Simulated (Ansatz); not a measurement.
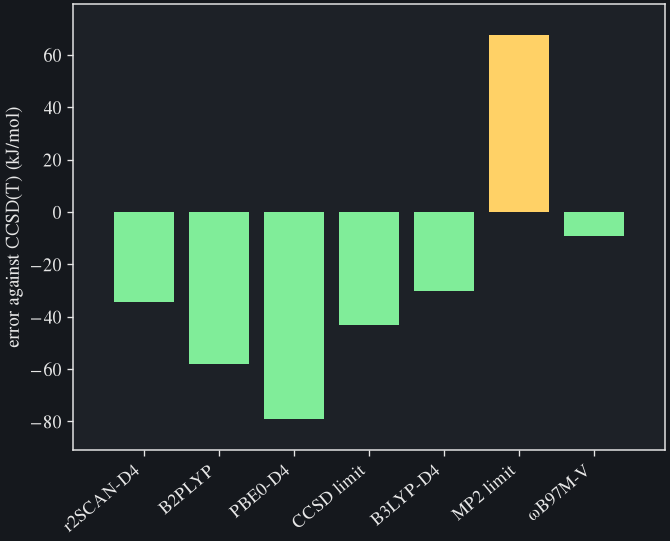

Error in the electronic atomisation energy (method less reference, so positive means overbinding) of Si₂NH₅F₂, SMILES F[SiH](F)N[SiH3]: functionals in def2-TZVPP against frozen-core CCSD(T) at the limit (MP2 extrapolated from triple and quadruple zeta, plus CCSD(T) less MP2 in a smaller set), which gives 3653.2 kJ/mol, at a PBE0-D4/def2-TZVP geometry (no frequency check), no zero-point or spin-orbit term, the Ansatz code 0.2.0. The reference leaves out core correlation, a term that grows with the number of heavy atoms. B2PLYP holds a correlation term that converges slowly with the basis, so part of the distance to the limit is basis error. No dispersion term is added to B2PLYP. Limit means the basis limit.

What range do the values span?

Answer. From −79.2 kJ/mol (PBE0-D4) to 67.6 kJ/mol (MP2 limit).

Which of these levels overbind, and which underbind?

Answer. Overbind: MP2 limit. Underbind: r2SCAN-D4, B2PLYP, PBE0-D4, CCSD limit and B3LYP-D4. Within 25 kJ/mol of zero, too close to call in view of what the reference leaves out: ωB97M-V.

Caveats, for all or some of the runs: one conformer of a flexible molecule.
